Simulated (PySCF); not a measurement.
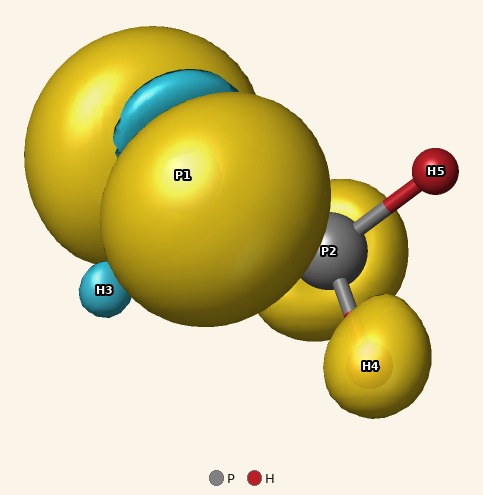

H3P2 (doublet). Isosurfaces of the spin density at +0.015 (yellow) and −0.015 e/Å³ (cyan), seen at a tilt.

Geometry: PBE0-D3(BJ)/ma-def2-SVP.

Method: DFT single point, gas phase, functional B3LYP in PySCF.

| atom | x (Å) | y (Å) | z (Å) |
| --- | --- | --- | --- |
| P | 1.2074 | -0.6187 | 0.4210 |
| P | -0.6332 | -0.0027 | -0.5944 |
| H | 1.9169 | 0.5279 | -0.0636 |
| H | -0.8711 | 1.2488 | 0.0517 |
| H | -1.5417 | -0.7510 | 0.2088 |

Describe the spin distribution.

Answer. The unpaired spin (1 electron) lies mostly on P1 (about 0.8) and P2 (about 0.1), in electrons by Hirshfeld's partition.
